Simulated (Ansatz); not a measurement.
# Polymorphs of SiPb

4 relaxations of SiPb ended in 4 distinct structures. The numbers are results of r2SCAN (plane waves to 500 eV, PAW, scalar-relativistic; Ansatz, a quantum-chemistry and plane-wave program), not measurements.

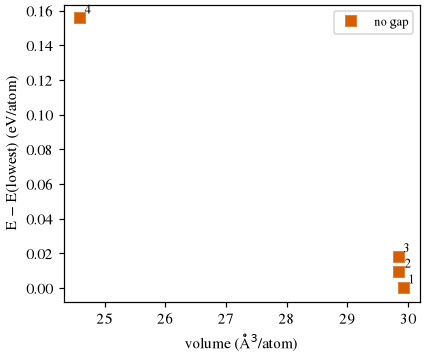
Energy against volume of the distinct structures, numbered as in the table

```csv
#,space group,Pearson,type,E − E(lowest) (eV/atom),V (Å³/atom),coordination,runs ending here
1,F-43m,cF8,zinc blende type,0.00,29.93,"Pb 4 (tetrahedral), Si 4 (tetrahedral)",1
2,P6₃mc,hP8,–,0.01,29.86,–,1
3,P6₃mc,hP4,wurtzite type,0.02,29.85,"Si 4 (tetrahedral), Pb 4 (tetrahedral)",1
4,Fm-3m,cF8,rock salt type,0.16,24.59,"Pb 6 (octahedral), Si 6 (octahedral)",1
```

Coordination numbers (neighbours up to the widest gap in distance over summed covalent radii, below 1.35; n+m marks a second, longer set; metal–metal contacts left out). All are gapless at this level. F-43m, cF8, zinc blende type is the lowest among the structures calculated here, level within the accuracy with P6₃mc, hP8.

SiPb is modelled in the cubic space group F-43m (No. 216), the zinc blende structure, Pearson symbol cF8. Lattice parameters: a = b = c = 6.2093 Å, α = β = γ = 90.00°. Pb on 4d is surrounded by 4 Si at 2.689 Å (tetrahedral). Si on 4a is surrounded by 4 Pb at 2.689 Å (tetrahedral). (Neighbours: up to the widest gap in distance over summed covalent radii, below 1.35, at either atom; cation-cation and far metal-metal contacts left out.)
(The calculation used a cell of 2 atoms; values per cell refer to that cell.)

Each run could gain symmetry but not lose that of its start, so entries can be saddle points. All of these are generated cells (placed on structure types, drawn at random, substituted or restacked) that were not matched to a known phase here. The real structure of this composition may not be among these, and whether this composition forms is not checked here. Static energies at zero pressure. The runs use different k-meshes, so differences are rounded accordingly. No spin polarisation in the result.
